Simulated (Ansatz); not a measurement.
```yaml
crystal:
  lattice:
    - [4.03235, 0.00000, 0.00000]
    - [0.00000, 4.03235, 0.00000]
    - [0.00000, 0.00000, 11.48089]
  atoms:
    - { symbol: Sc, position: [0.00000, 0.00000, 0.78960] }
    - { symbol: Sc, position: [0.00000, 0.00000, 0.21040] }
    - { symbol: Sc, position: [0.50000, 0.50000, 0.00000] }
    - { symbol: Sc, position: [0.50000, 0.50000, 0.50000] }
    - { symbol: B, position: [0.00000, 0.00000, 0.00000] }
    - { symbol: Sb, position: [0.50000, 0.50000, 0.75038] }
    - { symbol: Sb, position: [0.50000, 0.50000, 0.24962] }
    - { symbol: Sb, position: [0.00000, 0.00000, 0.50000] }
```

Space group P4/mmm; a generated structure, not necessarily the stable one.

Level of theory: Ansatz, DFT PBE, scalar-relativistic, plane waves, PAW.

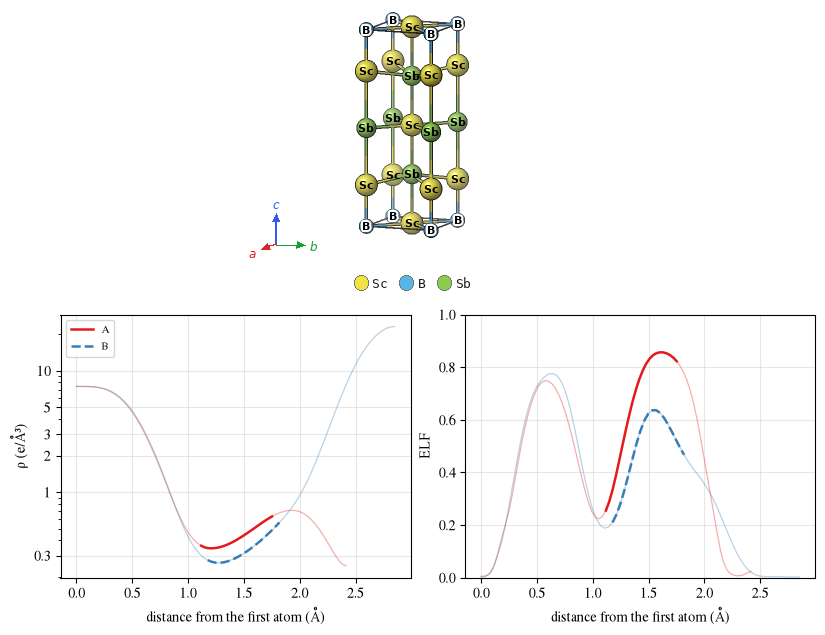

Sc₄BSb₃. Valence pseudo-density and ELF along straight lines between neighbouring atoms. Thin, pale parts lie inside the atomic spheres. The structure is drawn too.

Core electrons are frozen (PAW), and the valence fields are smoothed inside the atomic spheres.

Q: Which curve belongs to which contact (Sc–B and Sc–Sb)? The first atom named is at distance zero.

A: Curve A: Sc–B (2.42 Å): the density is about 0.34 e/Å³ at the midpoint; the ELF peaks at about 0.85 in the valence shell of B, 0.8 Å from its nucleus, and is about 0.40 at the midpoint. Curve B: Sc–Sb (2.85 Å): ρ at the midpoint is about 0.29 e/Å³; the ELF peaks at about 0.65 in the valence shell of Sb, 1.3 Å from its nucleus, and is about 0.55 at the midpoint.
